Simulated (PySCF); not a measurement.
Input

```
{"job": {"kind": "uv", "xc": "B3LYP", "basis": "def2-SVPD", "nstates": 8, "ntriplets": 3}, "charge": 0, "multiplicity": 1}
C      2.699398    -0.137183    -0.325593
C      1.277761     0.384995    -0.149808
Si     0.112982    -0.911611     0.602170
C     -1.638604    -0.155476     0.814737
F     -1.559252     0.819698     1.823176
Si    -2.482322     0.652534    -0.702797
H      3.347318     0.629307    -0.747766
H      2.710856    -0.997592    -0.990696
H      3.117399    -0.445838     0.629702
H      0.896456     0.707932    -1.120899
H      1.300963     1.273308     0.484633
H     -0.027849    -2.076859    -0.280595
H      0.592115    -1.331070     1.923691
H     -2.298752    -0.924746     1.228972
H     -1.684601     1.802109    -1.125882
H     -3.825384     1.090266    -0.322974
H     -2.545481    -0.367743    -1.749980
```

Command:

```sh
OMP_NUM_THREADS=1 python probes_run.py task.json out
```

Geometry: GFN2-xTB.

All numbers below come from B3LYP/def2-SVPD, SCF density, gas phase (PySCF 2.14.0).

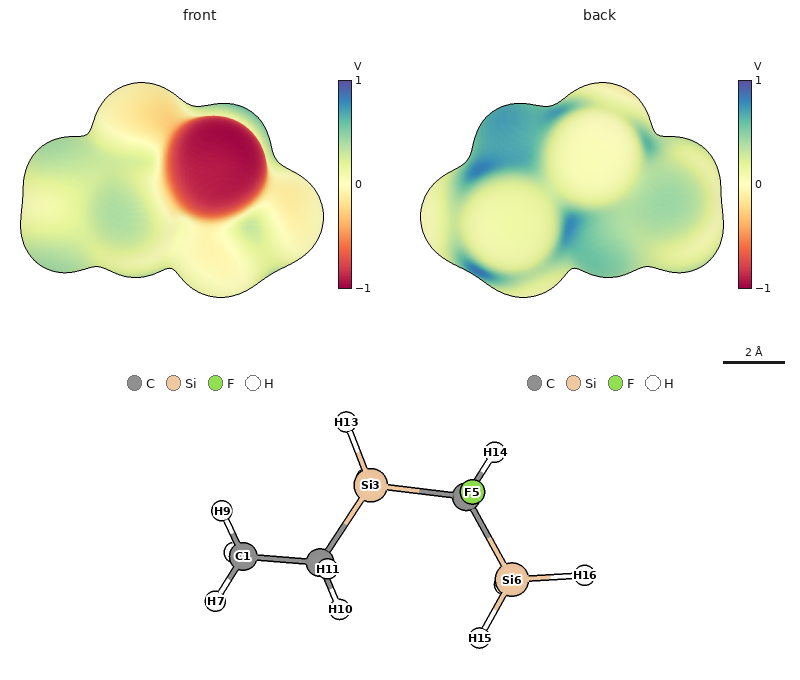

C₃H₁₁FSi₂. The electrostatic potential painted on the density surface at 0.001 e/bohr³, seen from the front and from behind; red is negative and blue positive. The bare structure is drawn below in the same view.

> Describe the electrostatic potential map.

The most negative region (about −1.0 V) lies over F5, the most positive (about +0.8 V) over Si3 and Si6.
